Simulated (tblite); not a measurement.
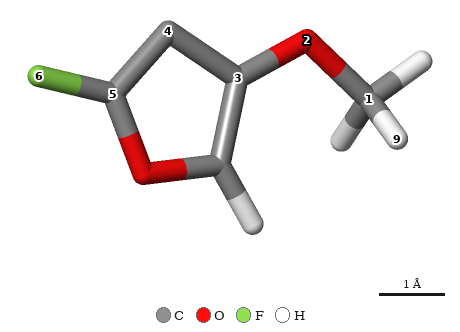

C₅H₄FO₂ (multiplicity 2), before the relaxation. A stick model, seen from a free direction.

Computed with GFN2-xTB geometry optimisation, gas phase (tblite 0.8.0).

```xyz
12

C    -2.0921   -0.0270   -0.0205
O    -1.0790   -0.1247   -1.0083
C     0.1961   -0.0621   -0.5085
C     1.3540   -0.1327   -1.3143
C     2.4106   -0.0277   -0.4252
F     3.6996   -0.0551   -0.7896
O     1.9681    0.1235    0.8417
C     0.6137    0.1044    0.7941
H    -2.0402   -0.8502    0.7025
H    -2.0680    0.9438    0.4940
H    -3.0666   -0.0968   -0.5362
H     0.1052    0.2039    1.7443
```

Question: Where does the relaxation end?

Answer: After 16 geometry steps the energy has fallen by 0.174 eV. The atom that moves furthest after the best rigid fit is F6 (0.095 Å). Largest moves by element: F 0.095 Å, O 0.053 Å, C 0.050 Å, H 0.042 Å. Some distances before and after: C4–C5 1.385 → 1.347 Å, O2–C3 1.371 → 1.341 Å, C5–F6 1.340 → 1.320 Å, C8–H12 1.082 → 1.070 Å. Among the angles between lasting bonds that change: C4–C5–F6 123.9° → 131.9°, F6–C5–O7 124.9° → 117.0°, C4–C3–C8 107.3° → 104.5°. The run took 0.07 s on 1 thread of Arm Neoverse V2, with other jobs on the host.

Final geometry:

```xyz
12

C    -2.1115   -0.0251   -0.0148
O    -1.0869   -0.1234   -0.9793
C     0.1675   -0.0555   -0.5090
C     1.3388   -0.1362   -1.3022
C     2.3947   -0.0294   -0.4728
F     3.6955   -0.0428   -0.6953
O     1.9972    0.1148    0.7982
C     0.6298    0.0982    0.7722
H    -2.0439   -0.8373    0.7153
H    -2.0679    0.9342    0.5099
H    -3.0479   -0.1014   -0.5637
H     0.1358    0.2031    1.7154
```

The end point in the same view:

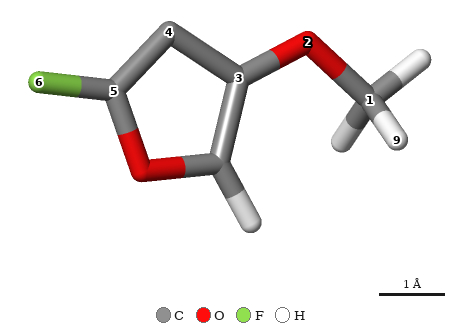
